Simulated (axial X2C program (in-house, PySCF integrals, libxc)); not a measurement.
# FSnF⁻: bond lengths and stretches, held linear

How do method and spin–orbit coupling move the bonds and stretches of FSnF⁻, held linear?

Program: an in-house X2C program for linear molecules on PySCF integrals. Level of theory: all-electron X2C, two-component (2c) or spin-free, F dyall-av3z, Sn dyall-v3z. These are calculated values, not measurements.

All values are calculated.

2 further runs of the same task are left out: 2 set aside as unsound or not needed.

**1. The job**

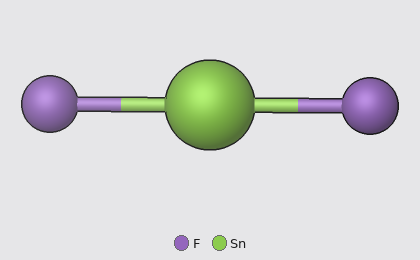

The atoms on one line, bonds 2.040 and 2.040 Å (fluorine purple, tin green).

File task.json:

```json
{"zs": [9, 50, 9], "q": -1, "bas": ["dyall-av3z", "dyall-v3z", "dyall-av3z"], "r0": [2.04, 2.04], "symm": 1, "scan": ["PBE0", "HF", "BHandHLYP"], "levels": ["PBE0", "HF", "r2SCAN"], "nst": 2}
```

Keys: zs atomic numbers; q charge; bas basis sets; r0 starting distance in Å; symm equal bonds; scan levels of the two-bond scan (MP2 follows by itself at each HF point); levels methods; nst determinants followed.

Launch:

```sh
$ python solin.py task.json out
```

Masses F 18.998, Sn 119.902, F 18.998 u.

**2. Scan at PBE0, 2c**

State: Ω = 1/2 (beyond evenly filled blocks: ω = 1/2). Energies above the lowest point, from the job's result record:

```tsv
r(F–Sn) (Å)	r(Sn–F) (Å)	E (meV)
2.1050	2.1050	28.21
2.1050	2.1590	11.69
2.1050	2.2130	17.84
2.1590	2.1050	11.69
2.1590	2.1590	0.00
2.1590	2.2130	10.83
2.1590	2.2670	38.68
2.2130	2.1050	17.84
2.2130	2.1590	10.83
2.2130	2.2130	26.20
2.2670	2.1590	38.68
2.2670	2.2670	94.87
```

A quadratic surface with cubic terms in each bond gives the minimum at 2.158 and 2.158 Å, force constants 1.24, 1.24 and coupling 0.25 mdyn/Å.

**3. Scan at HF, 2c**

State: Ω = 1/2 (beyond evenly filled blocks: ω = 1/2). Energies above the lowest point, from the job's result record:

```tsv
r(F–Sn) (Å)	r(Sn–F) (Å)	E (meV)
2.1050	2.1050	28.85
2.1050	2.1590	11.50
2.1050	2.2130	14.85
2.1590	2.1050	11.50
2.1590	2.1590	0.00
2.1590	2.2130	9.06
2.1590	2.2670	33.34
2.2130	2.1050	14.85
2.2130	2.1590	9.06
2.2130	2.2130	23.68
2.2670	2.1590	33.34
2.2670	2.2670	88.28
```

A quadratic surface with cubic terms in each bond gives the minimum at 2.160 and 2.160 Å, force constants 1.12, 1.12 and coupling 0.30 mdyn/Å.

**4. Scan at BHandHLYP, 2c**

State: Ω = 1/2 (beyond evenly filled blocks: ω = 1/2). Energies above the lowest point, from the job's result record:

```tsv
r(F–Sn) (Å)	r(Sn–F) (Å)	E (meV)
2.1050	2.1050	27.10
2.1050	2.1590	10.89
2.1050	2.2130	16.88
2.1590	2.1050	10.89
2.1590	2.1590	0.00
2.1590	2.2130	11.14
2.1590	2.2670	38.83
2.2130	2.1050	16.88
2.2130	2.1590	11.14
2.2130	2.2130	27.29
2.2670	2.1590	38.83
2.2670	2.2670	96.98
```

A quadratic surface with cubic terms in each bond gives the minimum at 2.157 and 2.157 Å, force constants 1.22, 1.22 and coupling 0.27 mdyn/Å.

**5. Comparison**

| level | r(F–Sn) (Å) | r(Sn–F) (Å) | lower stretch (cm⁻¹) | upper stretch (cm⁻¹) |
| --- | --- | --- | --- | --- |
| PBE0, 2c | 2.158 | 2.158 | 340.9 | 364.2 |
| HF, 2c | 2.160 | 2.160 | 309.6 | 356.7 |
| BHandHLYP, 2c | 2.157 | 2.157 | 332.8 | 364.7 |
| MP2, 2c | 2.160 | 2.160 | 345.7 | 366.6 |
| PBE0, spin-free | 2.154 | 2.154 | 343.4 | 366.1 |
| HF, spin-free | 2.155 | 2.155 | 312.4 | 358.7 |
| BHandHLYP, spin-free | 2.153 | 2.153 | 335.4 | 366.8 |
| MP2, spin-free | 2.155 | 2.155 | 348.1 | 368.5 |

Scans not shown above were run alike.

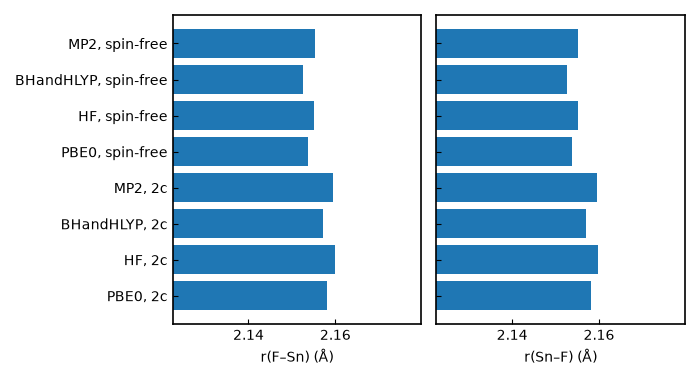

The two bond lengths by level.

What this shows: Over the levels the F–Sn bond spans 2.153 to 2.160 Å and the Sn–F bond 2.153 to 2.160 Å. At PBE0 going from spin-free to two-component moves the bonds by +0.004 and +0.004 Å. Each state is one determinant, the lowest of a limited PBE0 search; the stretches come from a fit to few points and are good to some per cent at best. The stretches are sorted by size, and where the two bonds are alike the symmetric and antisymmetric modes can swap order between levels. MP2 freezes inner shells (threshold -2 hartree). For an anion the highest level of a functional can be positive, and the basis then holds the extra electron. The molecule was held linear; bending was not examined, so a bent shape may lie lower. Note: functional without a current term on a determinant with orbital currents, of the molecule or an atom.
